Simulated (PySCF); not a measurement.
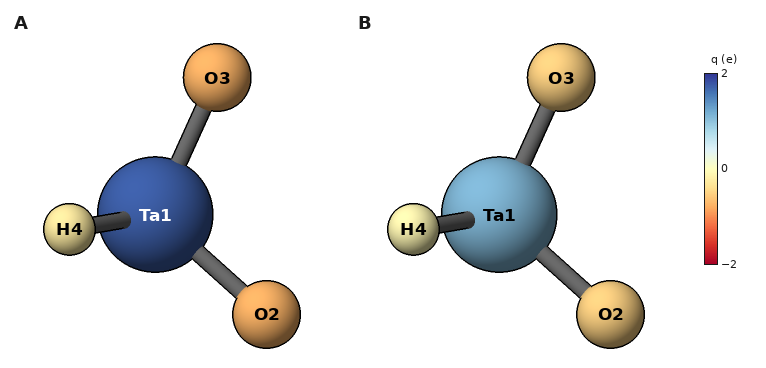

Atomic charges of one calculation by 2 schemes, on one colour scale. The species is neutral and a spin singlet. Computed geometry: PBE0/def2-TZVP with core potentials optimisation. Computed with PBE0/def2-TZVP, core potentials on Ta (PySCF 2.14.0).

The schemes are Mulliken, atomic polar tensor. Which panel shows which?

Answer. A atomic polar tensor, B Mulliken.

List the charges (e), one line for each set of equivalent atoms.

| atom | atomic polar tensor | Mulliken |
| --- | --- | --- |
| Ta1 | 1.72 | 1.10 |
| O2, O3 | −0.74 | −0.50 |
| H4 | −0.25 | −0.10 |

The search tried a few shapes and spins; others may lie lower.
